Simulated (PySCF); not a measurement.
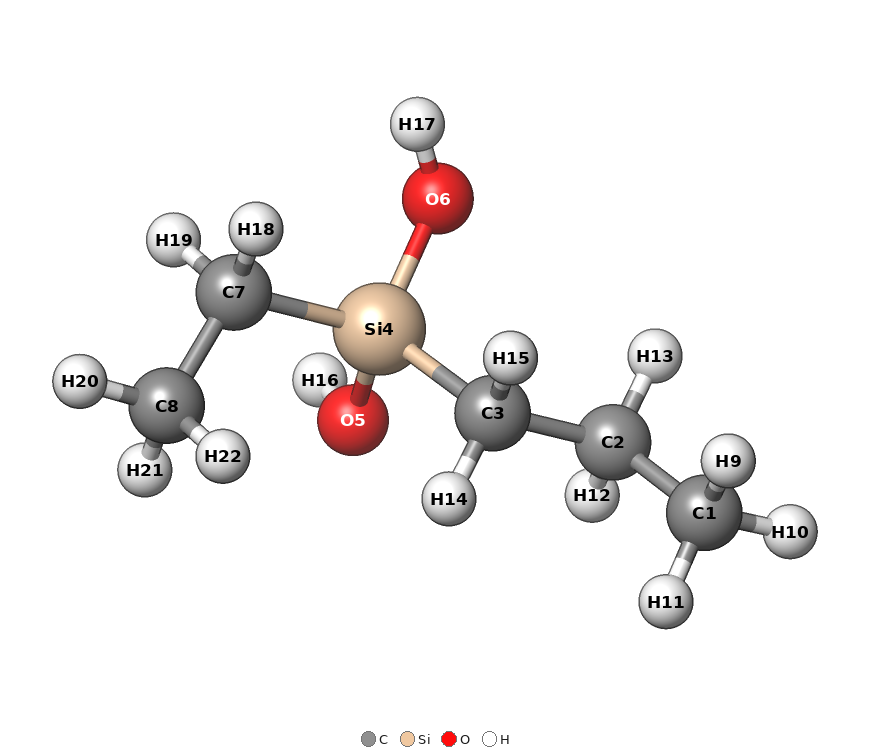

Atoms carry their numbers in the input. The geometry was computed by an optimisation with PBE0-D3(BJ)/def2-SVP. No frequency run is at hand to confirm it as a minimum.

> Describe the coordination of atom 4.

Si4 has 4 neighbours (C3 at 1.87, O5 at 1.67, O6 at 1.68, C7 at 1.88 Å); the arrangement is tetrahedral.

> Describe the coordination of atom 7.

C7 has 4 neighbours (Si4 at 1.88, C8 at 1.53, H18 at 1.11, H19 at 1.11 Å); the arrangement is tetrahedral.

> What is the geometry at C3?

C3 has 4 neighbours (C2 at 1.53, Si4 at 1.87, H14 at 1.11, H15 at 1.11 Å); the arrangement is tetrahedral.

> Describe the coordination of atom 5.

O5 has 2 neighbours (Si4 at 1.67, H16 at 0.96 Å); the arrangement is bent.

> What is the dihedral angle C2–C3–Si4–C7?

179° in size, that is anti.
